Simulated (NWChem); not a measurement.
# B3LYP/cc-pVDZ run of C2F2 (SMILES FC#CF)

Aim: the electronic atomisation energy of C2F2 at B3LYP/cc-pVDZ, from 3 runs. 

Program for the calculation: NWChem 7.3.0.

## Step 1: The structure to begin with

C2F2 has 4 atoms, charge 0, and is taken as a singlet. SMILES: `FC#CF`. Geometry: relaxed at PBE0-D4/def2-TZVP.

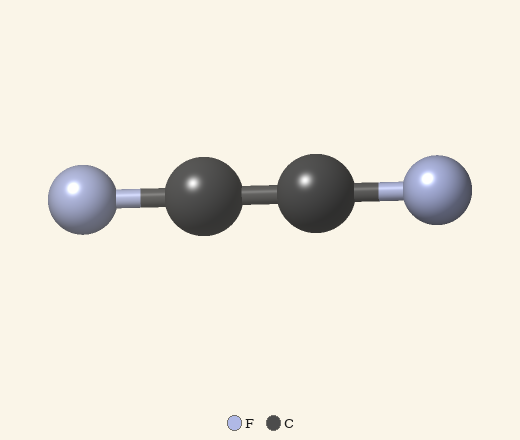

Viewed from a chosen angle; fluorine light blue, carbon dark grey.

## Step 2: The energy at B3LYP/cc-pVDZ

Input file sp.nw:

```
start sp
title "C2F2 energy"
memory 2200 mb
charge 0
geometry units angstroms noautosym nocenter noautoz
  F     -0.136400     0.128000     1.852800
  C     -0.033700     0.030200     0.583200
  C      0.061400    -0.060400    -0.593400
  F      0.164100    -0.158200    -1.863000
end
basis spherical bse
  * library cc-pVDZ
end
dft
  xc b3lyp
  grid fine
  convergence energy 1e-08
  maxiter 100
  mulliken
  print low
end
task dft energy
```

Run with:

```
$ nwchem sp.nw > sp.out
```

The program printed:

```text
[...]
 d= 0,ls=0.0,diis     1   -275.7028055280 -3.71D+02  2.19D-02  5.65D-01     0.5
[...]
 d= 0,ls=0.0,diis     7   -275.7589139491 -8.30D-09  3.40D-07  2.92D-10     2.7
         Total DFT energy =     -275.758913949137
      One electron energy =     -569.350485632174
           Coulomb energy =      229.817639387343
    Exchange-Corr. energy =      -31.737071574362
 Nuclear repulsion energy =       95.511003870056
[...]
      Total Density - Mulliken Population Analysis
     ---------------------------------------------
    Atom       Charge   Shell Charges
 -----------   ------   -------------------------------------------------------
    1 F    9     9.04   2.01  0.91  0.95  3.34  1.82  0.01
    2 C    6     5.96   2.01  0.62  0.42  2.09  0.68  0.13
    3 C    6     5.96   2.01  0.62  0.42  2.09  0.68  0.13
    4 F    9     9.04   2.01  0.91  0.95  3.34  1.82  0.01
[...]
```

Run time: 3.3 s. Hardware: 1 thread of Intel Xeon 6975P-C (Granite Rapids), shared host; peak memory 0.11 GiB.

## Step 3: The C atom

Input file c.xyz:

```xyz
1
C B3LYP
C      0.000000     0.000000     0.000000
```

Input file c.nw:

```
START c
TITLE "C B3LYP"
memory 2200 mb
charge 0
GEOMETRY noautosym nocenter noautoz
  load format xyz c.xyz
END
BASIS spherical bse
  * library cc-pVDZ
END
DFT
  xc b3lyp
  mult 3
  grid fine
  convergence energy 1e-08
  maxiter 100
  mulliken
  noprint "final vectors analysis"
END
TASK dft energy
```

Run the same way, it converges to -37.85197 Eh (log not shown).

## Step 4: The F atom at the same level

Input file f.nw:

```
echo
start f
title "F B3LYP"
memory 2200 mb

geometry noautosym nocenter noautoz
  F        0.000000       0.000000       0.000000
end

basis spherical bse
  * library cc-pVDZ
end

dft
  xc b3lyp
  mult 2
  grid fine
  convergence energy 1e-08
  maxiter 100
  mulliken
  noprint "final vectors analysis"
end

task dft energy
```

Run the same way, it converges to -99.72660 Eh (log not shown).

## Step 5: Results

At B3LYP/cc-pVDZ:

| quantity | value |
| --- | --- |
| molecule: total energy | -275.75891 Eh |
| C atom: total energy | -37.85197 Eh |
| C atom: ⟨S²⟩ | 2.002 |
| F atom: total energy | -99.72660 Eh |
| F atom: ⟨S²⟩ | 0.751 |
| electronic atomisation energy | 16.375 eV |

**Reading.** Taking the molecule apart into free atoms costs 16.37 eV (378 kcal/mol), before zero-point energy and without spin-orbit coupling.
